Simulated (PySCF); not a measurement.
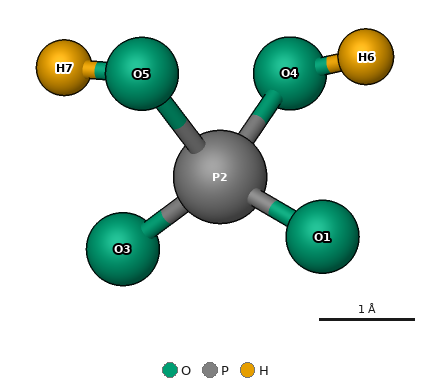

Fig. 1: The structure as given in the input (ball-and-stick view, seen at a tilt; atoms are numbered from 1 in the order of the input).

## PH$_{2}$O$_{4}$: a changed input and its effect

System: PH$_{2}$O$_{4}$ (dihydrogen phosphate), charge −1, SMILES O=P([O-])(O)O.
Method of run A: GIAO KT2/pcSseg-1 NMR shielding, non-relativistic, gas phase (PySCF 2.14.0).

The geometry comes from this level: GFN2-xTB. Text and figures count atoms from 1; the logs count them from 0 in places.

### Input file, run A
```
{"job": {"kind": "nmr", "xc": "KT2", "basis": "pcSseg-1", "pop": false}, "charge": -1, "multiplicity": 1}
O     -0.251086    -0.986290     1.401808
P     -0.277587    -0.352091     0.059468
O     -1.159790    -0.789877    -1.051734
O      1.299563    -0.315708    -0.491825
O     -0.516438     1.291407     0.250405
H      1.762958    -0.338390     0.340688
H     -0.844286     1.510567    -0.617121
```

The first line tells a small driver script what to run in PySCF; the rest is the geometry in Å.

Launched with:
```bash
OMP_NUM_THREADS=1 python <driver script> task.json out
```

Hardware: 1 CPU thread, shared host.

### Output (run A)
```
coarse grid: 7208 points
cycle   1  E = -650.0152344524  dE =  1.191e+00  |g| = 1.601e+00  |ddm| = 2.734e+00
cycle   2  E = -648.8264398742  dE =  1.189e+00  |g| = 2.867e+00  |ddm| = 3.168e+00
cycle   3  E = -650.4297699624  dE = -1.603e+00  |g| = 4.937e-01  |ddm| = 2.521e+00
cycle   4  E = -650.4734614582  dE = -4.369e-02  |g| = 1.690e-01  |ddm| = 4.489e-01
cycle   5  E = -650.4780308157  dE = -4.569e-03  |g| = 3.788e-02  |ddm| = 1.049e-01
cycle   6  E = -650.4783153353  dE = -2.845e-04  |g| = 8.268e-03  |ddm| = 4.189e-02
cycle   7  E = -650.4783308670  dE = -1.553e-05  |g| = 1.568e-03  |ddm| = 8.603e-03
cycle   8  E = -650.4783309581  dE = -9.112e-08  |g| = 1.454e-03  |ddm| = 1.894e-03
final grid: 67504 points
cycle   9  E = -650.6605498699  dE = -1.360e-04  |g| = 2.309e-02  |ddm| = 3.955e-02
cycle  10  E = -650.6603506035  dE =  1.993e-04  |g| = 4.014e-02  |ddm| = 3.701e-02
cycle  11  E = -650.6606227902  dE = -2.722e-04  |g| = 6.021e-03  |ddm| = 2.760e-02
cycle  12  E = -650.6606287146  dE = -5.924e-06  |g| = 2.282e-03  |ddm| = 5.164e-03
cycle  13  E = -650.6606296206  dE = -9.061e-07  |g| = 3.420e-04  |ddm| = 1.467e-03
cycle  14  E = -650.6606296401  dE = -1.945e-08  |g| = 1.318e-04  |ddm| = 3.181e-04
cycle  15  E = -650.6606296432  dE = -3.096e-09  |g| = 2.735e-05  |ddm| = 1.036e-04
cycle  16  E = -650.6606296433  dE = -1.503e-10  |g| = 3.396e-06  |ddm| = 2.566e-05
converged SCF energy = -650.6606296433

GIAO shielding tensors (ppm)
atom      isotropic    diamagn.    paramagn.     s11        s22        s33       span
  0 O      194.609     401.838    -207.229    143.666    185.119    255.043    111.377
  1 P      330.946     969.301    -638.356    222.288    277.168    493.380    271.092
  2 O      195.213     401.799    -206.585    143.558    185.951    256.132    112.574
  3 O      207.357     394.770    -187.413    150.212    178.885    292.974    142.762
  4 O      207.521     394.756    -187.235    149.662    178.787    294.113    144.451
  5 H       30.790      34.221      -3.431     23.595     29.046     39.730     16.135
  6 H       30.763      34.194      -3.431     23.530     29.031     39.728     16.198
```

For run B the input was changed thus:
```diff
-O     -0.251086    -0.986290     1.401808
-P     -0.277587    -0.352091     0.059468
-O     -1.159790    -0.789877    -1.051734
-O      1.299563    -0.315708    -0.491825
-O     -0.516438     1.291407     0.250405
-H      1.762958    -0.338390     0.340688
-H     -0.844286     1.510567    -0.617121
+O      2.683314     3.316308     1.062869
+P      1.943466     3.721660     2.245091
+O      2.597368     3.998183     3.533352
+O      0.842076     2.517085     2.556022
+O      0.862427     5.053524     1.875925
+H      0.737634     2.155537     1.705534
+H      0.868964     5.627483     2.672305
```

Predict how the results change.

With the same method and basis, run B lies 5.5 kcal/mol higher. The LUMO goes from 4.98 to 4.86 eV. Of all shieldings, the largest change is that of O5, by −11.9 ppm. The number of SCF iterations is the same.

### Output (run B)
```
coarse grid: 7208 points
cycle   1  E = -650.0030232357  dE =  1.190e+00  |g| = 1.608e+00  |ddm| = 2.734e+00
cycle   2  E = -648.8372241359  dE =  1.166e+00  |g| = 2.859e+00  |ddm| = 3.152e+00
cycle   3  E = -650.4271198492  dE = -1.590e+00  |g| = 4.618e-01  |ddm| = 2.484e+00
cycle   4  E = -650.4640158449  dE = -3.690e-02  |g| = 1.848e-01  |ddm| = 4.407e-01
cycle   5  E = -650.4695353611  dE = -5.520e-03  |g| = 4.442e-02  |ddm| = 1.169e-01
cycle   6  E = -650.4698927027  dE = -3.573e-04  |g| = 1.582e-02  |ddm| = 4.660e-02
cycle   7  E = -650.4699326871  dE = -3.998e-05  |g| = 7.300e-03  |ddm| = 1.386e-02
cycle   8  E = -650.4699424475  dE = -9.760e-06  |g| = 1.810e-03  |ddm| = 5.892e-03
final grid: 67504 points
cycle   9  E = -650.6517583453  dE = -1.470e-04  |g| = 2.341e-02  |ddm| = 4.016e-02
cycle  10  E = -650.6515688114  dE =  1.895e-04  |g| = 3.975e-02  |ddm| = 3.650e-02
cycle  11  E = -650.6518366051  dE = -2.678e-04  |g| = 4.575e-03  |ddm| = 2.629e-02
cycle  12  E = -650.6518395472  dE = -2.942e-06  |g| = 2.361e-03  |ddm| = 4.324e-03
cycle  13  E = -650.6518405289  dE = -9.816e-07  |g| = 3.407e-04  |ddm| = 1.530e-03
cycle  14  E = -650.6518405483  dE = -1.949e-08  |g| = 1.139e-04  |ddm| = 2.874e-04
cycle  15  E = -650.6518405506  dE = -2.225e-09  |g| = 3.099e-05  |ddm| = 9.190e-05
cycle  16  E = -650.6518405507  dE = -1.453e-10  |g| = 1.515e-05  |ddm| = 3.027e-05
converged SCF energy = -650.6518405507

GIAO shielding tensors (ppm)
atom      isotropic    diamagn.    paramagn.     s11        s22        s33       span
  0 O      189.022     405.922    -216.901    147.900    174.886    244.279     96.380
  1 P      336.608     968.764    -632.156    222.373    280.116    507.335    284.962
  2 O      192.634     394.922    -202.287    136.169    187.617    254.117    117.948
  3 O      217.252     406.658    -189.406    162.693    184.140    304.924    142.231
  4 O      195.609     383.975    -188.366    130.080    158.283    298.464    168.384
  5 H       31.539      46.126     -14.587     24.285     29.177     41.155     16.870
  6 H       29.891      24.500       5.392     23.947     26.978     38.749     14.801
```

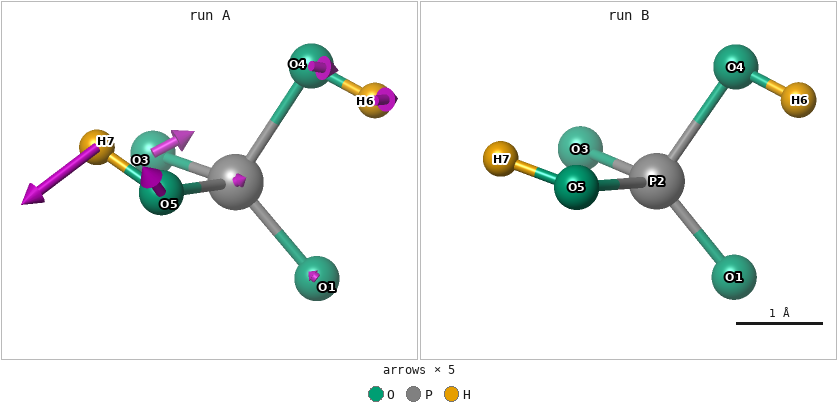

Fig. 2: The two input geometries at one scale (ball-and-stick view, seen at a tilt). The pink arrows on the first give the shifts of the atoms after the best rigid fit, magnified 5 times. H7 moves most after the best rigid fit: 0.23 Å. Largest moves by element: H 0.23 Å, O 0.11 Å, P 0.03 Å. Among the contacts that change: P2–O5 1.672 → 1.755 Å, O1–P2 1.485 → 1.452 Å, O5–H7 0.953 → 0.982 Å, O4–H6 0.953 → 0.930 Å.

### The two runs side by side

| quantity | run A | run B |
| --- | --- | --- |
| outcome | converged | converged |
| total energy (hartree) | −650.660630 | −650.651841 |
| HOMO (eV) | −0.57 | −0.57 |
| LUMO (eV) | 4.98 | 4.86 |
| shielding of O1 (ppm) | 194.6 | 189.0 |
| shielding of P2 (ppm) | 330.9 | 336.6 |
| shielding of O3 (ppm) | 195.2 | 192.6 |
| shielding of O4 (ppm) | 207.4 | 217.3 |
| shielding of O5 (ppm) | 207.5 | 195.6 |
| shielding of H6 (ppm) | 30.8 | 31.5 |
| shielding of H7 (ppm) | 30.8 | 29.9 |
| SCF iterations | 16 | 16 |
| basis functions | 102 | 102 |
| wall time (shared host) | 6.5 s | 6.3 s |
